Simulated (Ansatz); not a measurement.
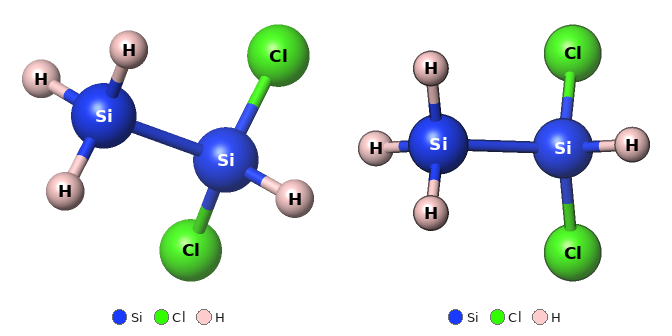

Both panels show the same species.

Computed geometry: PBE0-D4/def2-TZVP optimisation.

Which formula does it have?

Answer. Cl2H4Si2, 8 atoms: 2 chlorine, 4 hydrogen and 2 silicon.

Which point group does it belong to?

Answer. Cs.

The parts below concern this one geometry. Atoms keep their numbers from picture to picture.

### Geometry

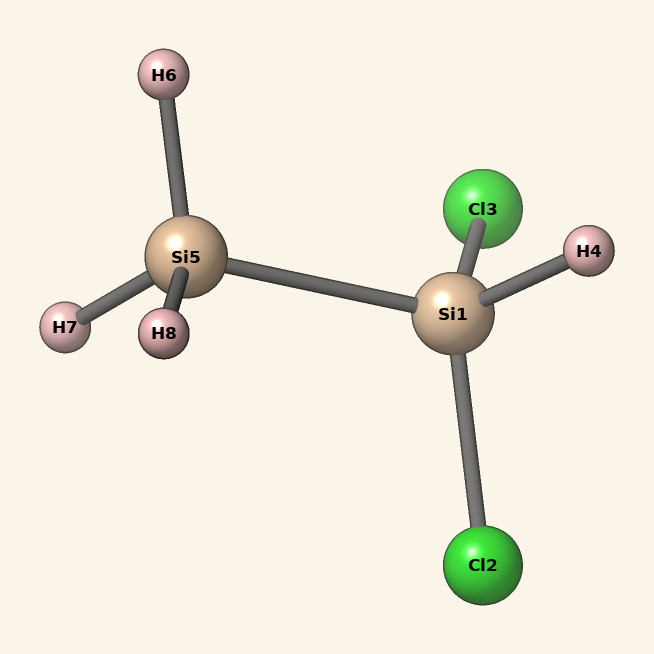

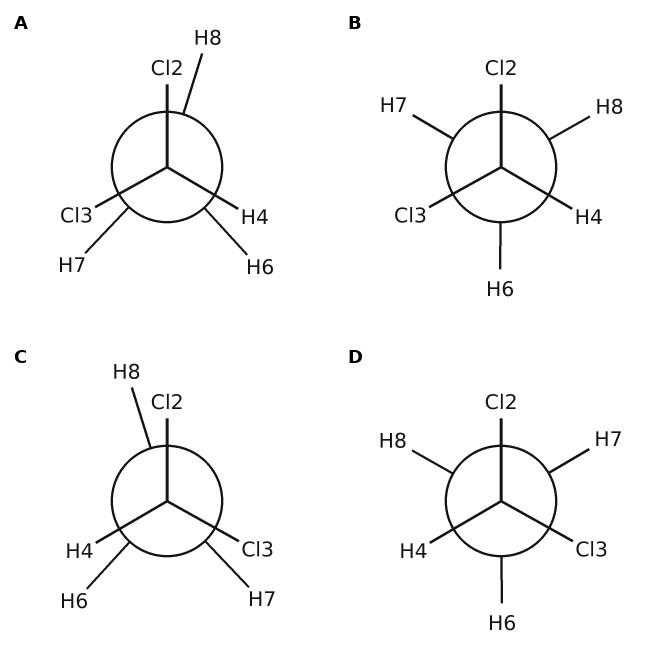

Distant atoms are faded towards the background colour. Bonds that would overlap in a projection are set slightly apart.

Which Newman projection shows the view along Si1–Si5, with Si1 in front?

Answer. B. The torsion angle Cl2–Si1–Si5–H6 is 180°, antiperiplanar (anti).

### Thermal motion

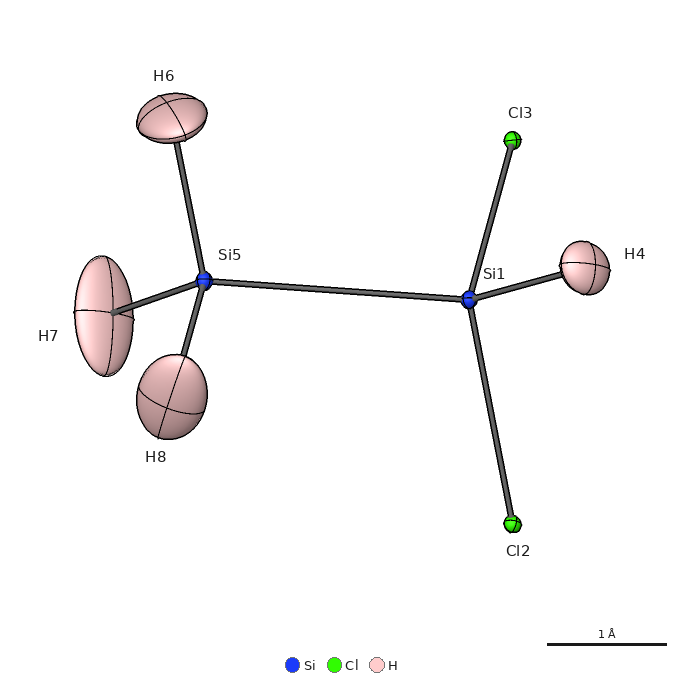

Displacement ellipsoids at the 50 % level, from the internal vibrations of the free molecule (harmonic, no overall translation or rotation; no half-axis is drawn under 0.075 Å). Vibrations computed with RKS PBE0-D4/def2-TZVP (Ansatz 0.2.0). Temperature: 100 K.

Which atom has the largest mean-square displacement?

Answer. H7, with U_eq = 0.0526 Å².

Does H7 move more along its bond or across it?

Answer. Across it: the root-mean-square amplitude is 0.086 Å along the bond and up to 0.336 Å across, since bending and torsion are softer than stretching.

List U_eq and the three principal root-mean-square amplitudes for each kind of atom.

| atom | U_eq (Å²) | rms amplitudes (Å) |
| --- | --- | --- |
| Si1 | 0.0016 | 0.034, 0.040, 0.046 |
| Cl2, Cl3 | 0.0014 | 0.017, 0.037, 0.050 |
| H4 | 0.0189 | 0.095, 0.148, 0.160 |
| Si5 | 0.0017 | 0.016, 0.046, 0.052 |
| H6, H8 | 0.0491 | 0.096, 0.192, 0.318 |
| H7 | 0.0526 | 0.086, 0.193, 0.336 |

### Dipole moment

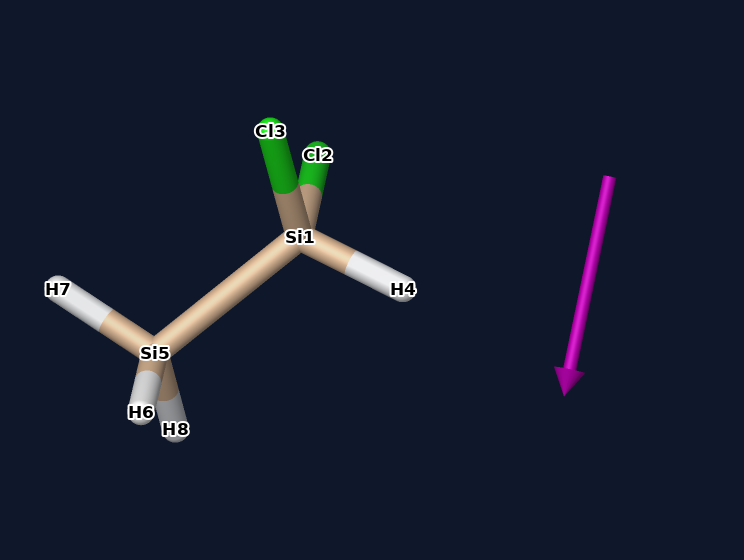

The arrow beside the molecule shows the direction of the dipole moment, from the negative to the positive end (its length means nothing). Method: RKS PBE0-D4/def2-TZVP (Ansatz 0.2.0).

Estimate the dipole moment.

Answer. 1.50 D; it points from the side of Cl2, Cl3 to the side of H6, H8 (the outermost atoms at the two ends).

### Vibrations

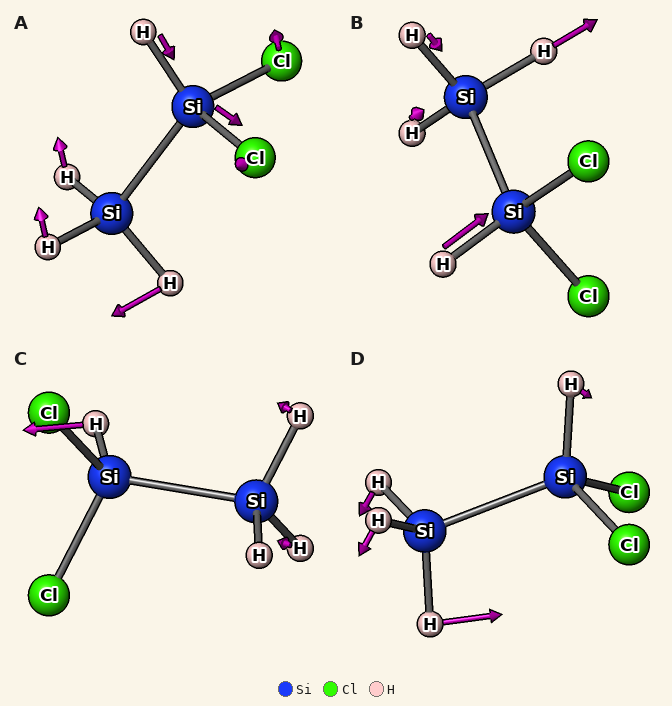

4 normal modes of one molecule or complex, as arrows. Harmonic vibrations computed with RKS PBE0-D4/def2-TZVP (Ansatz 0.2.0) at a stationary point of the same level.

Match the panels to the wavenumbers 190 cm⁻¹, 515 cm⁻¹, 762 cm⁻¹, 2248 cm⁻¹.

Answer. A: 190 cm⁻¹, angle bending
B: 2248 cm⁻¹, out-of-phase stretching of 2 Si–H bonds
C: 762 cm⁻¹, H–Si–Si bending
D: 515 cm⁻¹, H–Si–Si bending
